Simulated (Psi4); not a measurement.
**C2H4Cl2 (1,2-dichloroethane): levels of theory compared**

Aim: a comparison of 5 runs (DSD-PBEP86/6-31G*, TPSSh/6-31G*, wB97X-V/6-31G*, OMP2/6-31G*, MP3/6-31G*) of C2H4Cl2 (1,2-dichloroethane). 

The results are computed with Psi4 1.11.

## 1. Starting point

C2H4Cl2 has 8 atoms, charge 0, and is taken as a singlet. As SMILES, `ClCCCl`. The C2–C3 distance was set to 2.707 Å, away from the relaxed value. At this shape a bond of the SMILES string is far longer than usual.

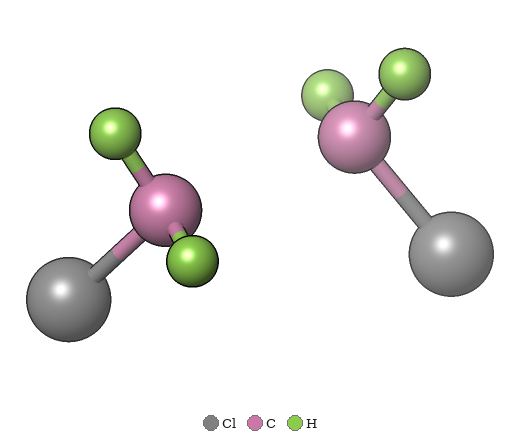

Viewed from a chosen angle; chlorine grey, carbon pink, hydrogen green.

## 2. A single-point energy at DSD-PBEP86/6-31G(d) (density fitting for correlation, spherical functions) (run 1)

job.in reads:

```
memory 1600 MB

molecule geom {
  0 1
  Cl    -2.915943     0.893628    -0.110659
  C     -1.335333     1.309008     0.584591
  C      0.627600    -0.371560    -0.222240
  Cl     0.432340    -2.010930     0.432390
  H     -1.098583     2.322598     0.256671
  H     -1.442753     1.298018     1.668331
  H      1.589520     0.001780     0.133100
  H      0.653500    -0.454880    -1.307840
  symmetry c1
}

set {
  basis                6-31G*
  puream               true
  e_convergence        1e-09
  d_convergence        1e-08
  scf_type             pk
  dft_radial_points    99
  dft_spherical_points 590
  num_frozen_docc      12
}

energy('dsd-pbep86')
```

Started as:

```sh
$ psi4 -i job.in -o job.out -n 1
```

job.out:

```text
[...]
  Running in c1 symmetry.
[...]
  Nuclear repulsion =  171.238752250640204
[...]
  Multiplicity = 1
[...]
  Nalpha       = 25
  Nbeta        = 25
[...]
    Number of basis functions: 72
[...]
   @RKS iter   1:  -997.61838248334857   -8.19968e-01   2.58711e-03 DIIS/ADIIS
[...]
   @RKS iter  11:  -997.64629013607805   -5.57066e-12   9.13241e-09 DIIS
[...]
    Orbital Energies [Eh]
    ---------------------
    Doubly Occupied:
       1A   -103.672726     2A   -103.672723     3A    -10.970892
       4A    -10.970877     5A    -10.185958     6A    -10.185955
       7A     -7.752319     8A     -7.752314     9A     -7.746990
      10A     -7.746983    11A     -7.746444    12A     -7.746441
      13A     -1.049378    14A     -1.045771    15A     -0.822055
      16A     -0.808411    17A     -0.576079    18A     -0.572797
      19A     -0.523878    20A     -0.520366    21A     -0.460837
      22A     -0.432660    23A     -0.403131    24A     -0.402120
      25A     -0.298395
[...]
  @RKS Final Energy:  -997.64629013607805
   => Energetics <=
    Nuclear Repulsion Energy =            171.2387522506402036
    One-Electron Energy =               -1715.8106935982705181
    Two-Electron Energy =                 566.4004246710331927
    DFT Exchange-Correlation Energy =     -19.4747734594808897
    Empirical Dispersion Energy =           0.0000000000000000
    VV10 Nonlocal Energy =                  0.0000000000000000
    Total Energy =                       -997.6462901360780506
[...]
 Multipole Moments:
 ------------------------------------------------------------------------------------
     Multipole            Electronic (a.u.)      Nuclear  (a.u.)        Total (a.u.)
 ------------------------------------------------------------------------------------
 L = 1.  Multiply by 2.5417464519 to convert [e a0] to [Debye]
 Dipole X            :         -3.1937211            3.8673445            0.6736235
 Dipole Y            :         -3.6953501            4.4746982            0.7793481
 Dipole Z            :         -0.0730574            0.0884654            0.0154081
 Magnitude           :                                                    1.0302375
[...]
```

Run time: 16 s. Hardware: 1 thread of AMD EPYC 7R43 (Zen 3), shared host; peak memory 0.96 GiB.

## 3. A single-point energy at TPSSh/6-31G(d) (spherical functions) (run 2)

c2h4cl2.xyz reads:

```xyz
8
C2H4Cl2
Cl    -2.915943     0.893628    -0.110659
C     -1.335333     1.309008     0.584591
C      0.627600    -0.371560    -0.222240
Cl     0.432340    -2.010930     0.432390
H     -1.098583     2.322598     0.256671
H     -1.442753     1.298018     1.668331
H      1.589520     0.001780     0.133100
H      0.653500    -0.454880    -1.307840
```

run.py reads:

```python
import psi4

psi4.set_memory('1600 MB')
psi4.set_num_threads(1)
psi4.core.set_output_file('output.dat', False)

with open('c2h4cl2.xyz') as f:
    atoms = ''.join(f.readlines()[2:])
m = psi4.geometry('0 1\n' + atoms + 'symmetry c1')

psi4.set_options({
    'basis': '6-31G*',
    'puream': True,
    'e_convergence': 1e-09,
    'd_convergence': 1e-08,
    'scf_type': 'pk',
    'dft_radial_points': 99,
    'dft_spherical_points': 590,
})

E, wfn = psi4.energy('tpssh', return_wfn=True)
print('E =', round(E, 9))
for k, v in sorted(psi4.core.scalar_variables().items()):
    print(f'{k:45s} {v:18.10f}')
```

Started as:

```sh
$ python run.py
```

output.dat:

```text
[...]
  Running in c1 symmetry.
[...]
  Nuclear repulsion =  171.238752250640204
[...]
  Multiplicity = 1
[...]
  Nalpha       = 25
  Nbeta        = 25
[...]
    Number of basis functions: 72
[...]
   @RKS iter   1:  -998.75386944405352   -4.94557e-01   6.36891e-03 DIIS/ADIIS
[...]
   @RKS iter  11:  -998.87606833288078    1.13687e-13   3.99116e-09 DIIS
[...]
    Orbital Energies [Eh]
    ---------------------
    Doubly Occupied:
       1A   -101.376462     2A   -101.376459     3A    -10.210646
       4A    -10.210622     5A     -9.381974     6A     -9.381968
       7A     -7.131184     8A     -7.131178     9A     -7.121819
      10A     -7.121808    11A     -7.120137    12A     -7.120133
      13A     -0.839036    14A     -0.836522    15A     -0.645086
      16A     -0.636036    17A     -0.439988    18A     -0.437300
      19A     -0.411034    20A     -0.408759    21A     -0.349299
      22A     -0.324288    23A     -0.291619    24A     -0.290739
      25A     -0.226652
[...]
  @RKS Final Energy:  -998.87606833288078
   => Energetics <=
    Nuclear Repulsion Energy =            171.2387522506402036
    One-Electron Energy =               -1716.2985252922280779
    Two-Electron Energy =                 608.2359630718998460
    DFT Exchange-Correlation Energy =     -62.0522583631926921
    Empirical Dispersion Energy =           0.0000000000000000
    VV10 Nonlocal Energy =                  0.0000000000000000
    Total Energy =                       -998.8760683328807772
[...]
 Multipole Moments:
 ------------------------------------------------------------------------------------
     Multipole            Electronic (a.u.)      Nuclear  (a.u.)        Total (a.u.)
 ------------------------------------------------------------------------------------
 L = 1.  Multiply by 2.5417464519 to convert [e a0] to [Debye]
 Dipole X            :         -3.2787708            3.8673445            0.5885737
 Dipole Y            :         -3.7937419            4.4746982            0.6809563
 Dipole Z            :         -0.0750013            0.0884654            0.0134641
 Magnitude           :                                                    0.9001676
[...]
```

The script printed:

```text
E = -998.876068333
CURRENT ENERGY                                   -998.8760683329
CURRENT REFERENCE ENERGY                         -998.8760683329
DD SOLVATION ENERGY                                 0.0000000000
DFT FUNCTIONAL TOTAL ENERGY                      -998.8760683329
DFT TOTAL ENERGY                                 -998.8760683329
DFT VV10 ENERGY                                     0.0000000000
DFT XC ENERGY                                     -62.0522583632
GRID ELECTRONS ALPHA                               25.0000000641
GRID ELECTRONS BETA                                25.0000000641
GRID ELECTRONS TOTAL                               50.0000001283
NUCLEAR REPULSION ENERGY                          171.2387522506
ONE-ELECTRON ENERGY                             -1716.2985252922
PCM POLARIZATION ENERGY                             0.0000000000
PE ENERGY                                           0.0000000000
SCF ITERATION ENERGY                             -998.8760683329
SCF ITERATIONS                                     11.0000000000
SCF TOTAL ENERGY                                 -998.8760683329
TWO-ELECTRON ENERGY                               608.2359630719
XC GRID RADIAL POINTS                              99.0000000000
XC GRID SPHERICAL POINTS                          590.0000000000
XC GRID TOTAL POINTS                           437430.0000000000
```

Wall time 45 s (1 thread of AMD EPYC 7R43 (Zen 3), shared host); peak memory 1.1 GiB.

## 4. The energy at wB97X-V/6-31G(d) (spherical functions) (run 3)

c2h4cl2.xyz is that of step 3.

run.py reads:

```python
import numpy as np
from ase.calculators.psi4 import Psi4
from ase.io import read

atoms = read('c2h4cl2.xyz')
calc = Psi4(atoms=atoms, method='wb97x-v', basis='6-31G*', memory='1600MB', num_threads=1, charge=0, multiplicity=1, label='psi4-calc')
calc.psi4.set_options({'puream': True, 'e_convergence': 1e-09, 'd_convergence': 1e-08, 'scf_type': 'pk', 'dft_radial_points': 99, 'dft_spherical_points': 590})
atoms.calc = calc

print(f'energy: {atoms.get_potential_energy():.6f} eV')
```

Started as:

```sh
$ python run.py
```

psi4-calc.dat:

```text
[...]
  Running in c1 symmetry.
[...]
  Nuclear repulsion =  171.238752250640204
[...]
  Multiplicity = 1
[...]
  Nalpha       = 25
  Nbeta        = 25
[...]
    Number of basis functions: 72
[...]
   @RKS iter   1:  -998.62181245008708   -8.30443e-01   2.95153e-03 DIIS/ADIIS
[...]
   @RKS iter  12:  -998.65443079748218   -1.70530e-12   2.92938e-09 DIIS
[...]
    Orbital Energies [Eh]
    ---------------------
    Doubly Occupied:
       1A   -101.519993     2A   -101.519990     3A    -10.379897
       4A    -10.379882     5A     -9.563024     6A     -9.563018
       7A     -7.319133     8A     -7.319127     9A     -7.309475
      10A     -7.309465    11A     -7.308231    12A     -7.308227
      13A     -0.994025    14A     -0.990656    15A     -0.790250
      16A     -0.777695    17A     -0.570937    18A     -0.567644
      19A     -0.531082    20A     -0.527691    21A     -0.473527
      22A     -0.442030    23A     -0.410571    24A     -0.409513
      25A     -0.323127
[...]
  @RKS Final Energy:  -998.65443079748218
   => Energetics <=
    Nuclear Repulsion Energy =            171.2387522506402036
    One-Electron Energy =               -1716.0230522722972637
    Two-Electron Energy =                 596.8727118789577162
    DFT Exchange-Correlation Energy =     -50.9477428470668485
    Empirical Dispersion Energy =           0.0000000000000000
    VV10 Nonlocal Energy =                  0.2049001922840746
    Total Energy =                       -998.6544307974821777
[...]
 Multipole Moments:
 ------------------------------------------------------------------------------------
     Multipole            Electronic (a.u.)      Nuclear  (a.u.)        Total (a.u.)
 ------------------------------------------------------------------------------------
 L = 1.  Multiply by 2.5417464519 to convert [e a0] to [Debye]
 Dipole X            :         -3.2345646            3.8673445            0.6327799
 Dipole Y            :         -3.7425995            4.4746982            0.7320987
 Dipole Z            :         -0.0739909            0.0884654            0.0144745
 Magnitude           :                                                    0.9677750
[...]
```

Standard output:

```text
energy: -27174.771221 eV
```

Wall time 3 min (1 thread of AMD EPYC 7R43 (Zen 3), shared host); peak memory 1 GiB.

Run 4 isn't shown in full; the table further down has it.

## 5. A single-point energy at MP3/6-31G(d) (spherical functions) (run 5)

c2h4cl2.inp reads:

```
memory 1600 mb

molecule mol {
  0 1
  Cl
  C 1 1.776018
  C 2 2.7071 1 112.54799
  Cl 3 1.776007 2 112.54823 1 -68.22011
  H 2 1.091305 1 107.01792 3 120.02962
  H 2 1.089106 5 109.25501 1 -116.01305
  H 3 1.091302 4 107.01817 2 120.02887
  H 3 1.089101 7 109.25513 4 -116.01403
  symmetry c1
}

set {
  puream          true
  e_convergence   1e-09
  d_convergence   1e-08
  scf_type        pk
  num_frozen_docc 12
  mp_type         conv
}

energy('mp3/6-31G*')
print_variables()
```

Started as:

```sh
$ psi4 c2h4cl2.inp c2h4cl2.out -n 1
```

c2h4cl2.out:

```text
[...]
  Running in c1 symmetry.
[...]
  Nuclear repulsion =  171.238761799876045
[...]
  Multiplicity = 1
[...]
  Nalpha       = 25
  Nbeta        = 25
[...]
    Number of basis functions: 72
[...]
   @RHF iter   1:  -996.79935311324141   -9.38699e-01   2.91274e-03 ADIIS/DIIS
[...]
   @RHF iter  12:  -996.83791215473218   -1.25056e-12   4.93337e-09 DIIS
[...]
    Orbital Energies [Eh]
    ---------------------
    Doubly Occupied:
       1A   -104.823918     2A   -104.823915     3A    -11.347717
       4A    -11.347681     5A    -10.562727     6A    -10.562724
       7A     -8.031188     8A     -8.031184     9A     -8.027939
      10A     -8.027934    11A     -8.027728    12A     -8.027724
      13A     -1.139210    14A     -1.135041    15A     -0.897993
      16A     -0.882189    17A     -0.632369    18A     -0.628882
      19A     -0.567011    20A     -0.562779    21A     -0.503190
      22A     -0.475043    23A     -0.446855    24A     -0.445799
      25A     -0.322464
[...]
  @RHF Final Energy:  -996.83791215473218
   => Energetics <=
    Nuclear Repulsion Energy =            171.2387617998760447
    One-Electron Energy =               -1715.5909416801550833
    Two-Electron Energy =                 547.5142677255468016
    Total Energy =                       -996.8379121547321802
[...]
 Multipole Moments:
 ------------------------------------------------------------------------------------
     Multipole            Electronic (a.u.)      Nuclear  (a.u.)        Total (a.u.)
 ------------------------------------------------------------------------------------
 L = 1.  Multiply by 2.5417464519 to convert [e a0] to [Debye]
 Dipole X            :         -2.7123455            3.3170205            0.6046749
 Dipole Y            :         -1.5356578            1.8779659            0.3423081
 Dipole Z            :         -3.6984585            4.5230211            0.8245626
 Magnitude           :                                                    1.0782904
[...]
	SCS-MP2 Total Energy (a.u.)        :  -997.37598551873725
	SOS-MP2 Total Energy (a.u.)        :  -997.37356310751272
[...]
	SOS-PI-MP2 Total Energy (a.u.)     :  -997.41476702695741
[...]
	MP2 Total Energy (a.u.)            :  -997.38083034118665
[...]
	SCS-MP3 Total Energy (a.u.)        :  -997.38616220937604
[...]
	MP3 Total Energy (a.u.)            :  -997.42153710374180
[...]
```

Wall time 9.3 s (1 thread of AMD EPYC 7R43 (Zen 3), shared host); peak memory 0.35 GiB.

## 6. The series

```csv
run,level,fitting correlation,frozen core orbitals,energy (Eh),HOMO energy (eV),LUMO energy (eV),HOMO–LUMO gap (eV),wall time
1,"DSD-PBEP86/6-31G* (density fitting for correlation, spherical functions)",density fitting,12,-997.939083,-8.12,-0.93,7.19,16 s
2,TPSSh/6-31G* (spherical functions),–,0,-998.876068,-6.17,-3.27,2.90,45 s
3,wB97X-V/6-31G* (spherical functions),–,0,-998.654431,-8.79,-0.90,7.89,3 min
4,"OMP2/6-31G* (density fitting for correlation, spherical functions)",density fitting,12,-997.391538,-8.77,0.51,9.28,21 s
5,MP3/6-31G* (spherical functions),none,12,-997.421537,-8.77,0.51,9.28,9.3 s
```

## 7. What came out

```
                                           quantity          value
                                run 5: total energy  -997.42154 Eh
         run 5: HOMO energy (Hartree–Fock orbitals)       -8.77 eV
         run 5: LUMO energy (Hartree–Fock orbitals)        0.51 eV
       run 5: HOMO–LUMO gap (Hartree–Fock orbitals)        9.28 eV
run 5: correlation energy (12 core orbitals frozen)     -583.6 mEh
```

**Reading.** Over runs 1, 2, 3 the HOMO–LUMO gap runs from 2.90 eV (TPSSh/6-31G*) to 7.89 eV (wB97X-V/6-31G*). Totals of different functionals can't be ranked against each other. In runs 1, 2, 3, 4, 5 a closed-shell determinant meets a far-stretched bond, which it describes badly. All runs together took 4.5 min, the longest 3 min.
